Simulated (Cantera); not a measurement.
Feed: 1 mol AlCl3, 1.8 mol HCl, 2.9 mol N2, 0.99 mol H2O, at 100 Torr.

Method: chemical equilibrium by Gibbs-energy minimisation in Cantera with the NASA 1993 tables (ideal gas, pure condensed phases). Candidate condensed phases: Al, AlCl3, AlN, Al2O3, H2O, NH4Cl; 45 gas species. The tables' values for AlCl2 are old estimates; treat these amounts as uncertain. Condensed phases not in the tables: AlOCl. Rates play no part.

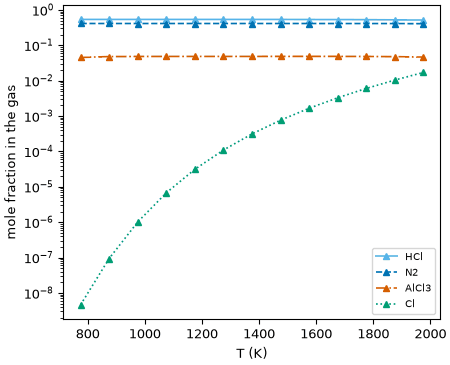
Fig. 1. Equilibrium gas composition (values under 1e-9 drawn at 1e-9)

**Question.** Read off the mole fractions at 1975 K.

**Answer.** HCl about 0.52, N2 about 0.41, AlCl3 about 0.046, Cl about 0.017.
